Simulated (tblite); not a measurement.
**C$_{5}$H$_{6}$ClF: molecular dynamics (part 1 of 3)**

System: C$_{5}$H$_{6}$ClF.
Method: GFN2-xTB Langevin dynamics, gas phase (tblite 0.8.0).

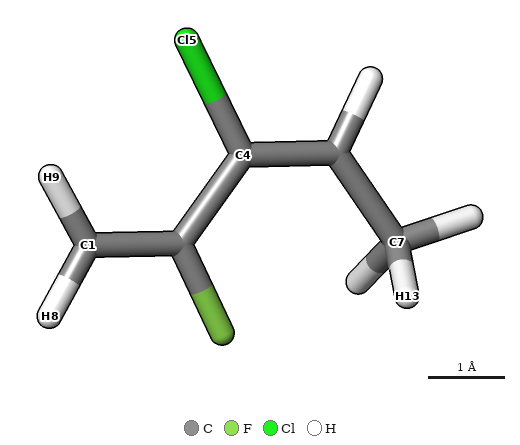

*The input geometry (stick view, seen at an oblique angle; atoms are numbered from 1 in the order of the input).*

Bond lengths as drawn: C–C 1.33 to 1.49 Å, C–Cl 1.74 Å, C–F 1.35 Å and C–H 1.07 to 1.09 Å.

The input
```
{"job": {"kind": "md", "xc": "GFN2-xTB", "basis": "xTB", "temperature": 300, "steps": 2000, "every": 50}, "charge": 0, "multiplicity": 1}
C      2.447698    -0.291700     0.275986
C      1.136713    -0.327363     0.071942
F      0.593219    -1.481700    -0.383972
C      0.171865     0.743173     0.282022
Cl     0.875448     2.210132     0.894637
C     -1.146072     0.718316     0.062673
C     -1.941483    -0.431762    -0.456744
H      3.050579    -1.160002     0.081913
H      2.934370     0.593472     0.635012
H     -1.699076     1.619848     0.284843
H     -1.893704    -1.275934     0.229998
H     -2.980309    -0.141322    -0.581851
H     -1.553635    -0.774672    -1.414187
```

The first line tells a small driver script what to run in tblite; the rest is the geometry in Å.

Run as:
```bash
OMP_NUM_THREADS=1 python <driver script> task.json out
```

Output
```
t/fs     T/K      E/eV
    0.0   250.0   -625.84179
   25.0   200.3   -625.48198
   50.0   320.0   -625.51844
   75.0   230.4   -625.40868
  100.0   313.2   -625.47792
  125.0   239.1   -625.35066
  150.0   281.0   -625.58173
  175.0   238.3   -625.45745
  200.0   279.9   -625.47438
  225.0   192.7   -625.38833
  250.0   308.6   -625.53252
  275.0   269.9   -625.46597
  300.0   326.8   -625.56279
  325.0   268.6   -625.55674
  350.0   251.1   -625.52944
  375.0   299.1   -625.48434
  400.0   315.0   -625.45194
  425.0   348.2   -625.38688
  450.0   262.7   -625.21142
  475.0   284.2   -625.45324
  500.0   252.7   -625.42097
  525.0   301.4   -625.50740
  550.0   223.7   -625.36253
  575.0   319.0   -625.44401
  600.0   289.9   -625.50733
  625.0   290.6   -625.43808
  650.0   337.3   -625.56346
  675.0   230.2   -625.31527
  700.0   231.0   -625.24592
  725.0   301.7   -625.37547
  750.0   307.2   -625.27934
  775.0   330.4   -625.32506
  800.0   351.6   -625.33563
  825.0   297.0   -625.43917
  850.0   322.3   -625.46362
  875.0   271.8   -625.49613
  900.0   340.6   -625.54847
  925.0   285.9   -625.42006
  950.0   231.2   -625.40728
  975.0   252.6   -625.40609
 1000.0   236.6   -625.30556
```

Trajectory as extended XYZ (Å, eV, eV/Å), 41 frames, from step=0 to step=40
```
13
Properties=species:S:1:pos:R:3:forces:R:3 step=0 time_fs=0.0 energy=-625.84179 temperature=250.0
C     2.4477   -0.2917    0.2760    0.0010   0.0023   0.0000
C     1.1367   -0.3274    0.0719   -0.0010  -0.0055   0.0016
F     0.5932   -1.4817   -0.3840    0.0023  -0.0064   0.0018
C     0.1719    0.7432    0.2820   -0.0031  -0.0034  -0.0056
Cl    0.8754    2.2101    0.8946    0.0006   0.0018   0.0008
C    -1.1461    0.7183    0.0627   -0.0047   0.0023   0.0018
C    -1.9415   -0.4318   -0.4567    0.0019   0.0014  -0.0023
H     3.0506   -1.1600    0.0819   -0.0012   0.0034  -0.0009
H     2.9344    0.5935    0.6350    0.0054  -0.0014   0.0013
H    -1.6991    1.6198    0.2848   -0.0035   0.0061   0.0030
H    -1.8937   -1.2759    0.2300    0.0013   0.0030  -0.0037
H    -2.9803   -0.1413   -0.5819    0.0022  -0.0016   0.0027
H    -1.5536   -0.7747   -1.4142   -0.0014  -0.0020  -0.0007
13
Properties=species:S:1:pos:R:3:forces:R:3 step=1 time_fs=25.0 energy=-625.48198 temperature=200.3
C     2.5074   -0.2827    0.1824   -1.0999  -0.8774   0.0765
C     1.1668   -0.2670    0.0809    0.5198  -0.9780  -0.5340
F     0.5422   -1.4396   -0.2703    0.5057  -0.1635  -0.0442
C     0.1313    0.7151    0.2717    1.5347   0.5289   0.2474
Cl    0.8680    2.2237    0.9073   -0.7412  -0.5852  -0.1383
C    -1.1738    0.5780    0.0857   -0.4133   1.6695   0.8132
C    -2.0634   -0.4090   -0.5533   -0.7109  -0.3521   1.0185
H     3.0272   -1.2422    0.0545   -0.3194   0.7040  -0.0177
H     3.0666    0.5572    0.5110    0.1445   0.3401  -0.0256
H    -1.6866    1.4167    0.5530   -0.3224   0.0894  -0.3248
H    -2.1390   -1.2750    0.1426    0.0442   0.2471  -0.6846
H    -3.0883    0.0219   -0.6359    0.8218  -0.3267  -0.1300
H    -1.6835   -0.7133   -1.5102    0.0364  -0.2962  -0.2563
13
Properties=species:S:1:pos:R:3:forces:R:3 step=2 time_fs=50.0 energy=-625.51844 temperature=320.0
C     2.3915   -0.2491    0.2027   -0.2222   0.8054  -0.5398
C     1.0663   -0.2702    0.0619    0.5575  -2.2544   0.0364
F     0.5056   -1.5256   -0.2367    0.3955   1.1187   0.3147
C     0.1168    0.7503    0.3191   -0.4017   0.4268  -0.0626
Cl    0.7933    2.2201    0.9150    0.3996   0.3233   0.2246
C    -1.2049    0.7442    0.1606   -0.8397   1.1426  -0.6913
C    -2.0291   -0.3356   -0.5069    0.5193   0.8494   0.4592
H     2.9819   -1.1240    0.0246    0.0618  -0.0486   0.0194
H     2.8752    0.7206    0.2876   -0.0052  -0.4917   0.2752
H    -1.6297    1.7656    0.3721   -0.1992  -1.4020  -0.0997
H    -2.3454   -1.0205    0.2755    0.4024  -0.5516  -0.2249
H    -2.9657    0.0752   -0.8671    0.1252   0.2127  -0.3844
H    -1.4083   -0.7628   -1.3194   -0.7934  -0.1305   0.6731
13
Properties=species:S:1:pos:R:3:forces:R:3 step=3 time_fs=75.0 energy=-625.40868 temperature=230.4
C     2.2978   -0.2718    0.1878   -0.0332   0.3350   0.4502
C     0.9722   -0.3436    0.1218   -0.0642  -0.8613  -0.8847
F     0.5324   -1.6399   -0.2798   -0.1134   1.8600   0.5025
C     0.0448    0.8036    0.2753   -0.6341  -0.6096  -0.0480
Cl    0.7698    2.2401    0.9066    0.4044   0.0678   0.0974
C    -1.2760    0.9045    0.0109    0.7456  -1.3443   0.4387
C    -2.0257   -0.3226   -0.4439   -0.6134   1.4304   0.4522
H     2.9278   -1.1198   -0.0453   -0.1874   0.2332   0.1950
H     2.7236    0.6383    0.5797    0.2693  -0.1617  -0.2861
H    -1.7945    1.7976    0.3396   -0.0296  -0.1615  -0.4195
H    -2.5439   -0.7307    0.4161    0.4169  -0.5507   0.4108
H    -2.8834   -0.0391   -1.0404    0.1762   0.1169  -0.7713
H    -1.3426   -0.9930   -0.9246   -0.3370  -0.3543  -0.1371
13
Properties=species:S:1:pos:R:3:forces:R:3 step=4 time_fs=100.0 energy=-625.47792 temperature=313.2
C     2.3013   -0.2617    0.2515    1.4121  -0.3005   0.4812
C     1.0048   -0.3323    0.0728   -0.5625  -0.7314   0.3369
F     0.4304   -1.5099   -0.2531    0.0401  -0.3136  -0.1272
C     0.0690    0.7312    0.2655   -1.3722   1.5883  -0.4902
Cl    0.8142    2.2311    0.9249   -0.5341  -0.6859  -0.4680
C    -1.2349    0.8049   -0.1095    0.8671  -1.1464   0.4050
C    -2.1747   -0.3241   -0.4873   -0.3888   1.7971  -0.5215
H     2.9892   -1.1152    0.2432   -0.5631   0.5396  -0.2989
H     2.6827    0.6997    0.5342    0.3658  -0.0609  -0.0195
H    -1.7433    1.7406   -0.0860   -0.0449   0.5511   0.3664
H    -2.9249   -0.3914    0.3083    0.4163  -0.4328   0.1705
H    -2.8117    0.1382   -1.3074    0.9411  -1.1261   0.3039
H    -1.6587   -1.2594   -0.6961   -0.5769   0.3214  -0.1387
13
Properties=species:S:1:pos:R:3:forces:R:3 step=5 time_fs=125.0 energy=-625.35066 temperature=239.1
C     2.3584   -0.3064    0.3961    0.4664  -0.0760  -0.8466
C     1.0608   -0.3064    0.1711   -1.8801   0.0697  -0.5463
F     0.3516   -1.4046   -0.2048    1.0070  -1.0238  -0.0814
C     0.0616    0.7486    0.2001   -0.1626   0.1472   0.4603
Cl    0.8146    2.1328    0.8773   -0.1190   1.0548   0.1208
C    -1.2473    0.7712   -0.1097   -0.3655   0.1770   0.4095
C    -2.2656   -0.2623   -0.5540   -0.2237   1.8706  -0.2803
H     2.8754   -1.1843    0.0662    0.2980  -0.3479   0.4332
H     2.9685    0.5670    0.5881   -0.4788  -0.2342   0.1534
H    -1.7304    1.7351    0.0657    0.1932  -0.1043  -0.1119
H    -3.1572   -0.1853    0.0957    0.6943  -0.3702   0.1889
H    -2.7112    0.1202   -1.5093    0.7526  -0.6682   0.3252
H    -1.8333   -1.2346   -0.6020   -0.1817  -0.4949  -0.2248
13
Properties=species:S:1:pos:R:3:forces:R:3 step=6 time_fs=150.0 energy=-625.58173 temperature=281.0
C     2.2431   -0.3959    0.4279   -2.2717   0.3798  -0.1831
C     0.9213   -0.3584    0.1019    2.0707   0.0075   0.8435
F     0.4448   -1.5702   -0.2508   -0.6940   0.0447  -0.2081
C     0.0142    0.7656    0.2474    1.6111   0.0699   0.1428
Cl    0.8056    2.1937    0.8886   -0.0100  -0.1540  -0.0359
C    -1.2645    0.8507   -0.0009   -2.6010   1.1541  -0.0484
C    -2.1306   -0.1991   -0.6128   -0.3021  -0.1454   1.0039
H     2.6295   -1.3802    0.4543    0.8094  -0.3372  -0.1402
H     2.7641    0.4661    0.7684    0.2729   0.0597   0.0115
H    -1.8014    1.8236    0.2507    0.7662  -1.2675  -0.3909
H    -3.1302   -0.2113   -0.1604    0.2682   0.1123   0.1214
H    -2.2930    0.0303   -1.6385    0.0625   0.0838  -0.9270
H    -1.7053   -1.1888   -0.4955    0.0180  -0.0077  -0.1894
13
Properties=species:S:1:pos:R:3:forces:R:3 step=7 time_fs=175.0 energy=-625.45745 temperature=238.3
C     2.1457   -0.4155    0.4303   -0.8909  -0.6506  -0.3299
C     0.8509   -0.4414    0.1148    0.4321   1.2944   0.3261
F     0.3600   -1.6312   -0.3417   -0.1838   0.8523   0.2730
C     0.0148    0.7912    0.2764    0.4240  -0.9929   0.2742
Cl    0.7962    2.2167    0.9529    0.0206  -0.5646  -0.2052
C    -1.2961    0.8629    0.1054   -0.0275  -0.6354  -0.8026
C    -2.0657   -0.1686   -0.6333    0.3915  -1.1425  -0.3840
H     2.6193   -1.3680    0.3438    0.7639   0.0168   0.0689
H     2.5989    0.4883    0.7479    0.4341   0.0499   0.1886
H    -1.7929    1.7813    0.2452   -0.4645   0.8341   0.3616
H    -3.1148   -0.1735   -0.3770   -0.2058   0.2628  -0.0531
H    -1.9296    0.0857   -1.7145   -0.3253  -0.5056   0.7254
H    -1.6946   -1.2132   -0.4269   -0.3684   1.1813  -0.4430
13
Properties=species:S:1:pos:R:3:forces:R:3 step=8 time_fs=200.0 energy=-625.47438 temperature=279.9
C     2.1585   -0.4551    0.4458    2.9276  -0.0169  -0.1585
C     0.9062   -0.4178    0.1653   -3.3297   0.7893   0.1736
F     0.2577   -1.5065   -0.3115    0.3353  -0.0183  -0.1654
C     0.0009    0.7273    0.4414   -1.6088  -0.5967  -1.3877
Cl    0.7999    2.1776    0.9871   -0.3296  -0.3327   0.1148
C    -1.3225    0.7830    0.0528    2.3593   0.6397   1.1103
C    -2.1266   -0.2267   -0.6445   -1.4322  -0.4461   0.4257
H     2.7597   -1.2760    0.0700    0.0240   0.1521   0.5222
H     2.6234    0.4356    0.8463    0.1482  -0.4059  -0.0622
H    -1.8015    1.7085    0.3052   -0.2784   0.3339  -0.0869
H    -3.2131   -0.1726   -0.3681    0.7791   0.5847  -0.4429
H    -2.0134   -0.1134   -1.7304   -0.0583  -0.2366   0.3654
H    -1.8889   -1.2154   -0.2926    0.4637  -0.4466  -0.4084
13
Properties=species:S:1:pos:R:3:forces:R:3 step=9 time_fs=225.0 energy=-625.38833 temperature=192.7
C     2.2070   -0.5086    0.3708   -0.4229   0.6221   0.4793
C     0.8909   -0.4096    0.3331   -1.2969   0.0003  -1.1090
F     0.2460   -1.4544   -0.2392   -0.1275  -0.8738   0.1391
C    -0.0706    0.6908    0.4599    0.0435  -0.3909  -0.5219
Cl    0.7804    2.0656    1.0332   -0.2503   0.7162   0.3129
C    -1.3461    0.7449    0.0123    1.0069   0.5480   0.5787
C    -2.2208   -0.2780   -0.6289   -0.9542   1.0326   1.6802
H     2.5863   -1.4597    0.1221    0.6633  -0.5379  -0.2082
H     2.8266    0.2968    0.6859    0.2678   0.0654   0.1991
H    -1.8268    1.7219    0.1169    0.1982  -0.2688  -0.0176
H    -3.2351    0.0183   -0.3749   -0.3906   0.4616  -0.4519
H    -2.0954   -0.2974   -1.6650    0.2514  -0.0446  -1.4955
H    -2.2309   -1.2496   -0.2273    1.0113  -1.3304   0.4149
13
Properties=species:S:1:pos:R:3:forces:R:3 step=10 time_fs=250.0 energy=-625.53252 temperature=308.6
C     2.1768   -0.5563    0.4483   -1.7823  -0.8220  -0.4774
C     0.8391   -0.5033    0.2089    1.1995   0.2056   0.6152
F     0.1668   -1.6117   -0.1485    0.3392  -0.3880  -0.2801
C    -0.0440    0.6448    0.3536    1.9897   0.4388   0.6905
Cl    0.7541    2.0163    1.0492    0.4688   0.3676   0.1874
C    -1.2973    0.8437    0.0628   -2.2832  -0.5917  -1.0212
C    -2.1942   -0.2254   -0.5423   -0.6828   0.3224   1.7137
H     2.6601   -1.5252    0.2506   -0.0953   0.8532   0.2960
H     2.6942    0.2944    0.8508    0.0967  -0.2097  -0.2476
H    -1.7444    1.8406    0.2003    0.2577  -0.6670  -0.0232
H    -3.2065    0.0184   -0.2085   -0.1623   0.2354  -0.4023
H    -2.1531   -0.1755   -1.6164    0.1107  -0.3976  -0.1838
H    -2.0691   -1.2287   -0.0774    0.5436   0.6529  -0.8672
13
Properties=species:S:1:pos:R:3:forces:R:3 step=11 time_fs=275.0 energy=-625.46597 temperature=269.9
C     2.0650   -0.7119    0.4693   -1.0278   0.3720  -0.7092
C     0.7544   -0.5922    0.1837    1.2808   0.3278   0.4572
F     0.1060   -1.7494   -0.1415    0.0890   0.6150   0.0892
C    -0.0127    0.6294    0.3171   -0.3372   0.1299   0.5096
Cl    0.7744    2.0046    1.0875    0.4303  -0.4419  -0.2153
C    -1.3106    0.8319    0.1258   -1.7114  -0.9695  -0.5264
C    -2.2964   -0.1956   -0.5221    1.1937   0.8131   1.1689
H     2.3928   -1.7093    0.3119    0.8470  -0.3676   0.2057
H     2.7358    0.1232    0.6550   -0.4330  -0.5361   0.0578
H    -1.7015    1.7970    0.4531   -0.1409  -0.3738  -0.3750
H    -3.3100   -0.0885   -0.0813    0.7375   0.1256  -0.6008
H    -2.2367    0.0260   -1.5974   -0.4579  -0.3833   0.4232
H    -1.9209   -1.2110   -0.2832   -0.4702   0.6888  -0.4850
13
Properties=species:S:1:pos:R:3:forces:R:3 step=12 time_fs=300.0 energy=-625.56279 temperature=326.8
C     2.0257   -0.8437    0.4706   -0.6594   0.9730  -0.1536
C     0.7404   -0.6073    0.2076   -0.2201  -0.2275   0.7771
F     0.0058   -1.7054   -0.0814   -0.3736  -0.1034  -0.3956
C    -0.0846    0.6005    0.4272   -0.8282  -1.3530  -1.0515
Cl    0.8015    1.8797    1.1385    0.0562   0.4099   0.1769
C    -1.4005    0.7543    0.1144    1.3257  -0.8771   0.1553
C    -2.4536   -0.0961   -0.5890    2.6199   0.3580   0.3379
H     2.4399   -1.8108    0.3463    0.1832  -0.4089  -0.0601
H     2.6425   -0.0276    0.7651    0.3870   0.1403   0.0609
H    -1.7467    1.7008    0.4004   -0.6900   1.2050   0.2566
H    -3.3698    0.1720   -0.1520   -1.1880   0.0313   0.2270
H    -2.3678    0.2195   -1.6203   -0.4139  -0.1093  -0.3248
H    -2.2174   -1.1504   -0.5122   -0.1989  -0.0382  -0.0061
13
Properties=species:S:1:pos:R:3:forces:R:3 step=13 time_fs=325.0 energy=-625.55674 temperature=268.6
C     1.9561   -0.8727    0.5273   -0.7357   0.7444   0.2598
C     0.6659   -0.6596    0.3080   -0.9253   0.3871  -0.2396
F    -0.1375   -1.6621   -0.0901    0.0735  -0.8462  -0.1791
C    -0.1528    0.5610    0.4518    0.8691  -0.4243   0.1211
Cl    0.7989    1.7871    1.2013   -0.0096   0.5967   0.2604
C    -1.4392    0.7998    0.1760    1.4992   0.8662   0.7031
C    -2.4055   -0.0071   -0.5601    0.4130   0.6738   0.0494
H     2.3675   -1.8421    0.4944    0.3125  -0.6069  -0.2180
H     2.5486   -0.0476    0.8553    0.3157   0.0400   0.0264
H    -1.7684    1.7791    0.5063   -0.1021   0.0059  -0.1444
H    -3.3272    0.4265   -0.2771   -1.2998  -0.1882  -0.2198
H    -2.1948    0.0998   -1.6026   -0.1927   0.1669  -0.8166
H    -2.2999   -1.0241   -0.3359   -0.2180  -1.4153   0.3972
```
